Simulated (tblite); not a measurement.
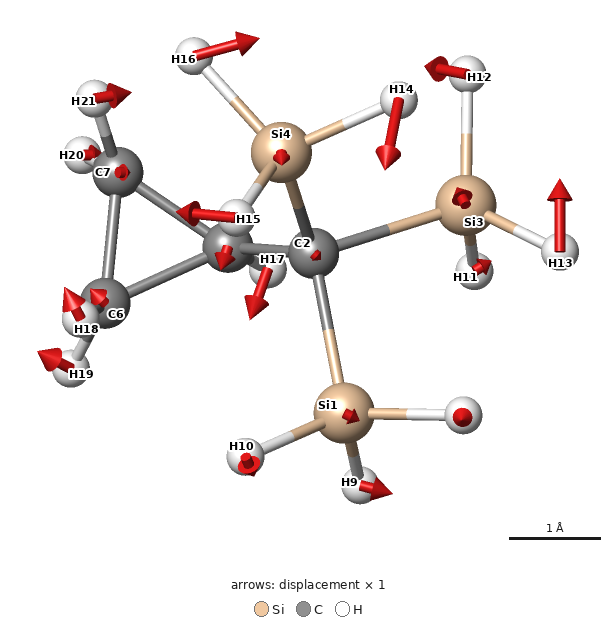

A relaxation of C$_{4}$H$_{14}$Si$_{3}$. The starting structure is drawn; red arrows show the displacements, at their true length. The two geometries are superimposed by the best rigid fit.

A ball-and-stick model, seen from a free direction.

These are results of GFN2-xTB geometry optimisation, gas phase (tblite 0.8.0), not measurements. 

> What did the optimiser do to the structure, and how much energy did it gain?

The largest move after the best rigid fit is that of an H atom, 0.97 Å. Largest moves by element: H 0.97 Å, Si 0.29 Å, C 0.29 Å. Among the contacts that change: C–Si 1.841 → 1.909 Å, C–H 1.124 → 1.081 Å, C–C 1.479 → 1.517 Å, H–Si 1.498 → 1.464 Å. Bond angles that change, for instance: C–C–C 112.8° → 123.4°, Si–C–Si 102.4° → 110.3°, C–C–H 125.6° → 118.6°. Groups turn about C–Si by about 45°, C–C by about 25°. Over 75 geometry steps the energy falls by 0.721 eV.
